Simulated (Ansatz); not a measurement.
Partial pair distribution functions of a relaxed model of amorphous Hf18O37Ca, broadened by 0.06 Å; density 8.78 g/cm³. These are PBE, scalar-relativistic without spin-orbit coupling (plane waves to 420 eV, PAW; Ansatz, a program for electronic structure) values and carry that method's errors.

Preparation: random packing, a CHGNet melt and quench, and a DFT relaxation. O atoms were pushed apart under 1.9 Å during the dynamics, to hinder bonds among them. The hot cell started wider than the set density and was brought back towards it in steps. It is the lowest in DFT energy of 2 quenches. It is a model cell: composition and starting density were chosen by hand, and all elements were melted together. No dispersion term was used. Its density started from a set value of 8.78 and ended at 8.78 g/cm³. Cooling (nominally 380 K/ps over its main leg) ran many orders faster than in experiment, which tends to leave more defects and strain. Values belong to this one cell and scatter from quench to quench. The volume was held where the preparation left it and the shape relaxed, at a PBE pressure of 1.4 GPa. Stress components on the final sampling reach 1.4 GPa.

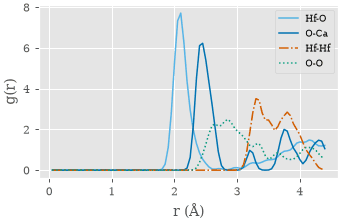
*Partial pair distribution functions*

Highest peaks under 4.5 Å: Hf-O near 2.10 Å, O-Ca near 2.45 Å, Hf-Hf near 3.30 Å, O-O near 2.85 Å; pairs of few atoms are noisy.

Within 2.64 Å each Hf has 6.28 O neighbours on average.
